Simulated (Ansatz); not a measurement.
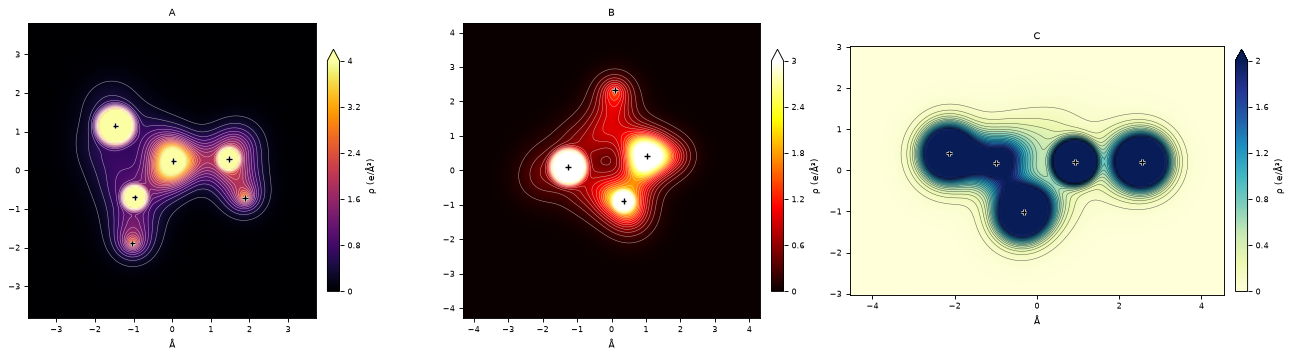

The total electron density of 3 systems, each on a plane through atoms (crosses mark nuclei in the plane).

Computed with Ansatz, RKS PBE0-D4/def2-TZVPP.

System 1: C2H7NSi (SMILES C1NC[SiH2]1), the plane of atoms N2, C3 and Si4. Geometry: PBE0-D4/def2-TZVP.

```xyz
11

C    -0.3739    1.0962   -0.2613
N    -0.4983    0.3153    0.9837
C     0.3803   -0.8481    0.7607
Si    0.0799   -0.5454   -1.0803
H    -1.2890    1.6230   -0.5373
H     0.4636    1.8096   -0.2693
H    -0.3101    0.8345    1.8324
H     1.4313   -0.6853    1.0421
H     0.0235   -1.7608    1.2414
H     1.2237   -0.6018   -2.0318
H    -1.0656   -1.2942   -1.6595
```

System 2: CH6BNSi (SMILES CN1B[SiH2]1), the plane of atoms Si4, B3 and H8. Geometry: PBE0-D4/def2-TZVP.

```xyz
10

C     0.0844    1.4443    0.0636
N    -0.0321    0.0143    0.1588
B    -0.3393   -0.9440    1.0951
Si    0.0920   -1.5228   -0.6883
H    -0.6139    1.8358   -0.6809
H     1.0944    1.7256   -0.2460
H    -0.1309    1.9114    1.0273
H    -0.6412   -0.9469    2.2450
H    -0.8859   -1.7095   -1.7934
H     1.4555   -1.8592   -1.1783
```

System 3: CAlFO2, the molecular plane. Geometry: PBE0-D4/def2-TZVP.

```xyz
5

O     1.2935   -1.1101    1.3767
C     0.6009   -0.5278    0.6297
O    -0.3046   -0.9951   -0.2870
Al   -0.3557    0.7447   -0.4247
F    -1.1842    1.8148   -1.3362
```

### Match each panel to its system.

Panel A is system 2, CH6BNSi: the plane holds C, N, B, Si and H. B–N (1.37 Å): ρ is about 2 e/Å³ halfway. Panel B is system 1, C2H7NSi: the plane holds N, C, Si and H. C–N (1.47 Å): ρ is about 1.8 e/Å³ halfway. Panel C is system 3, CAlFO2: the plane holds O, C, Al and F. C–O (1.17 Å): ρ is about 3.7 e/Å³ halfway.
